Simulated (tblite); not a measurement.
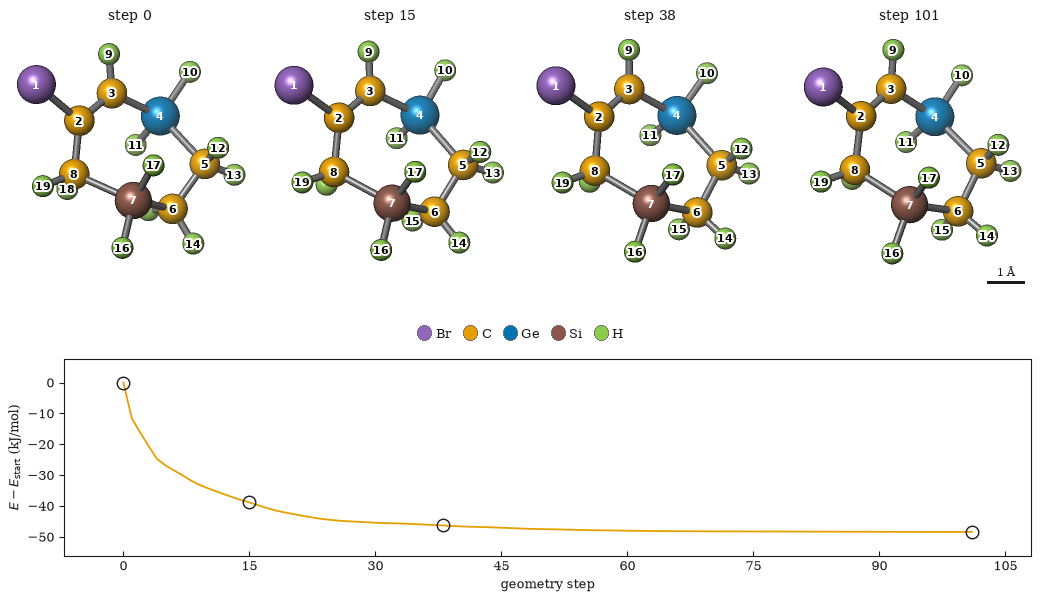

Frames of a relaxation of C5H11BrGeSi, marked on the history of the run. The picture is a ball-and-stick view, seen from a free direction.

These are results of GFN2-xTB geometry optimisation, gas phase in tblite, not measurements. 

**Describe the path.**

Over 101 geometry steps the energy falls by 48.4 kJ/mol. The largest moves after the best rigid fit, 0.68 Å, are those of H14 and H15. Largest moves by element: H 0.68 Å, Br 0.38 Å, C 0.23 Å, Ge 0.17 Å, Si 0.15 Å. Some distances before and after: Ge4–Si7 3.533 → 3.649 Å, Si7–C8 1.870 → 1.922 Å, C6–Si7 1.859 → 1.903 Å, C2–C3 1.364 → 1.323 Å. Bond angles that change, for instance: Ge4–C5–C6 103.8° → 114.5°, H12–C5–H13 112.7° → 106.6°, C5–Ge4–H11 104.4° → 110.3°. Groups turn about C6–Si7 by about 35°, C5–C6 by about 20°. From step 0 to 15: H15 moves most (0.31 Å), energy −38.8 kJ/mol. From step 15 to 38: H14 moves most (0.33 Å), energy −7.44 kJ/mol. From step 38 to 101: Br1 moves most (0.27 Å), energy −2.11 kJ/mol.
